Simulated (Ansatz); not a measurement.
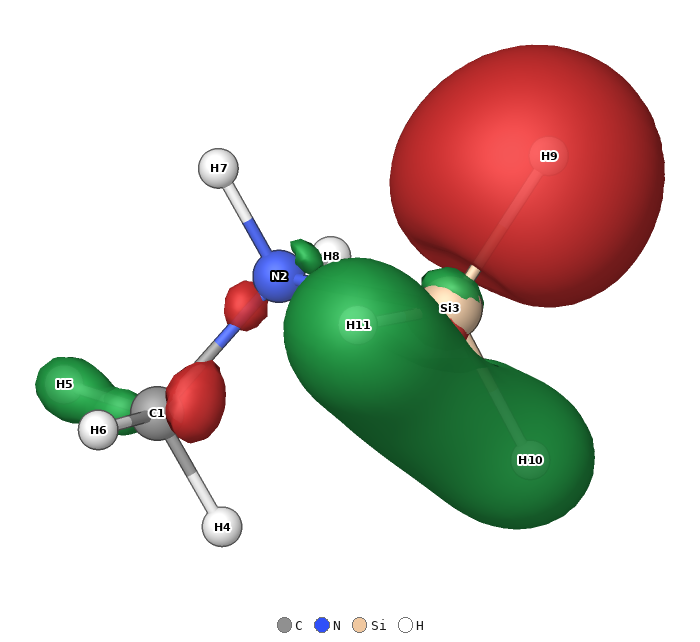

The picture shows: CH8NSi (charge +1). The HOMO at ±0.15 Å⁻³ᐟ² (green and red are the two phases), seen at a tilt.

Geometry: PBE-D3(BJ)/def2-SVP.

Computed with Ansatz, isolated molecule in a Gaussian basis; Kohn-Sham density functional theory, functional PBE0.

```tsv
atom	x (Å)	y (Å)	z (Å)
C	-1.8446	-0.0277	-0.9781
N	-1.6924	0.0272	0.5182
Si	0.1122	0.1956	1.1483
H	-1.4344	0.9007	-1.4156
H	-2.9134	-0.1244	-1.2435
H	-1.2843	-0.8984	-1.3648
H	-2.1182	-0.8198	0.9398
H	-2.2545	0.8143	0.8937
H	-0.0532	0.2230	2.6295
H	0.5506	1.4783	0.5289
H	0.7603	-1.0286	0.5986
```

What is the character of this orbital?

Answer. Its weight (Hirshfeld) is mainly on Si3 (about 40 %), H9 (about 35 %), H10 (about 10 %) and H11 (about 10 %). Its energy is −15.18 eV.
